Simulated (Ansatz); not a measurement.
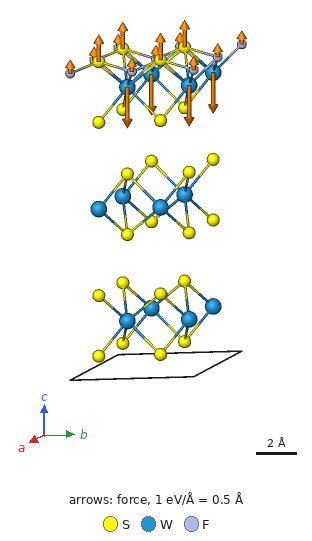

Starting geometry of a slab of composition W$_{3}$S$_{6}$F (cut from the P6_3/mmc phase) with the computed forces as orange arrows. The picture is a ball-and-stick view of the 2 × 2 repeat of the cell, outlined in the plane, without the vacuum, seen slightly off an axis.

Case: F put at a hollow S-S-S site. The slab is the (0 0 1) face of WS2 with F on it. 4 atoms are held fixed.

Computed with Ansatz 0.2.0, DFT PBE+D3(BJ), scalar-relativistic, plane waves, PAW. Set-up: plane-wave cutoff 420 eV; k-point mesh 9 × 9 × 1; occupations gaussian; smearing width 0.05 eV; collinear spin; dipole correction; atoms relaxed in a fixed cell; force threshold 0.03 eV/Å; at most 70 steps.

Q: Is this structure relaxed? If not, where do the atoms go?

A: It isn't relaxed: the largest force vector, on a W atom, is 4.30 eV/Å. The final displacements have little in common with the starting forces (cosine between the two patterns 0.27). Over 12 geometry steps the energy falls by 6.889 eV per cell of the calculation. Largest force component: 4.3 eV/Å at the start, 0.021 eV/Å at the end. The atom that moves furthest is the F atom (1.87 Å along the normal (+c)). Largest moves by element: F 1.87 Å, S 0.03 Å, W 0.01 Å. The cell doesn't change. Some distances before and after: F–W 2.191 → 3.595 Å, F–S 1.856 → 2.384 Å, S–W 2.410 → 2.398 Å. Bonds break, among them: F–W (2.19 → 3.59 Å). The program noted that the starting moments weren't kept. Cost: 7.9 min on 2 threads of AMD EPYC 7R43 64-Core Processor (Zen 3) (shared host), peak memory 0.91 GiB.

Limits of the set-up: the periodic images lie only 3.2 Å apart, so the values are limited by the cell's size.
